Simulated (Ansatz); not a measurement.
Pressure series in BN

Take BN in the zinc blende structure (space group F-43m, No. 216; a = 3.581 Å) as the base.

Cell and atoms are relaxed at each pressure.

The values are results of LDA, PAW, 420 eV (Ansatz, a first-principles code; scalar-relativistic without spin-orbit coupling), not measurements.

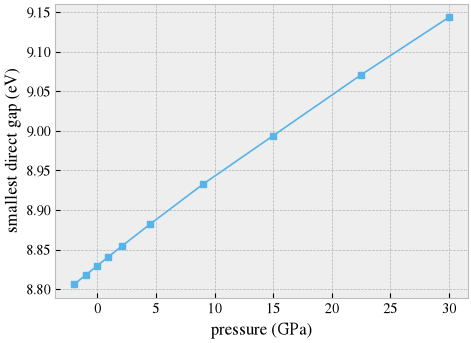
Figure. Smallest direct gap against pressure

```csv
pressure (GPa),smallest direct gap
-2,8.81 eV
-1,8.82 eV
0.9,8.84 eV
2.1,8.85 eV
4.5,8.88 eV
9,8.93 eV
15,8.99 eV
22.5,9.07 eV
30,9.14 eV
```

Load acts through the strain it causes; cell and atoms are relaxed under it. Whether these cells are dynamically stable was not tested. Competing high-pressure phases were not computed.
